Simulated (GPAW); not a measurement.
**Run report: SiH$_{3}$, property calculation**

System: SiH$_{3}$, multiplicity 2, SMILES [SiH3].
Method: C09-vdW/plane waves, UKS, scalar-relativistic datasets (GPAW 26.7.0).

The geometry comes from this level: UFF from SMILES.

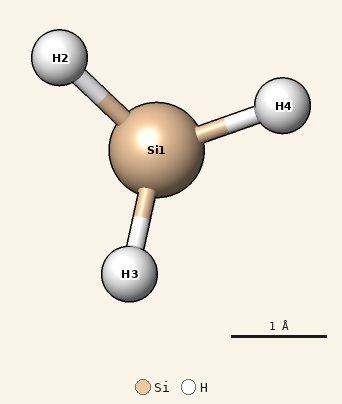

The structure as given in the input (ball-and-stick view, seen on its broad side; atoms are numbered from 1 in the order of the input). Bond lengths as drawn: H–Si 1.47 Å.

### Summary

| quantity | value |
| --- | --- |
| outcome | converged |
| energy relative to the program's reference atoms | −5.7119 eV |
| largest force | 0.532 eV/Å |
| dipole moment | 0.12 D |
| hardware | 1 thread of Arm Neoverse V1, 24 GiB of memory available, shared host |
| wall time | 22 s |
| peak memory | 0.73 GiB |

### Input (run.py)
```python
from ase import Atoms
from ase.io import write
from gpaw import GPAW, PW
from rdkit import Chem
from rdkit.Chem import AllChem

rd = Chem.AddHs(Chem.MolFromSmiles('[SiH3]'))
AllChem.EmbedMolecule(rd, randomSeed=150)
AllChem.UFFOptimizeMolecule(rd)
molecule = Atoms([a.GetSymbol() for a in rd.GetAtoms()], positions=rd.GetConformer().GetPositions())
write('start.xyz', molecule)
molecule.center(vacuum=4.0)
molecule.pbc = True
molecule.set_initial_magnetic_moments([1 / len(molecule)] * len(molecule))

calc = GPAW(mode=PW(450),
            xc={'name': 'C09-vdW', 'backend': 'libvdwxc'},
            occupations={'name': 'fermi-dirac', 'width': 0.05, 'fixmagmom': True},
            maxiter=100,
            symmetry='off',
            txt='run.txt')
molecule.calc = calc

energy = molecule.get_potential_energy()
print(f'Energy                  {energy:.5f} eV')
forces = molecule.get_forces()
print('Forces (eV/Ang)')
for symbol, f in zip(molecule.symbols, forces):
    print(f'{symbol:2} {f[0]:9.4f} {f[1]:9.4f} {f[2]:9.4f}')
print('Moments:', molecule.get_magnetic_moments().round(3))
```

Run as:
```bash
python3 run.py
```

### Output
```
[00:00:00] UFFTYPER: Unrecognized charge state for atom: 0
[00:00:00] UFFTYPER: Unrecognized charge state for atom: 0
Energy                  -5.71187 eV
Forces (eV/Ang)
Si   -0.0003   -0.0003    0.2679
H    -0.2103    0.4803   -0.0893
H     0.5214   -0.0576   -0.0899
H    -0.3108   -0.4226   -0.0898
Moments: [0.309 0.004 0.004 0.004]
```
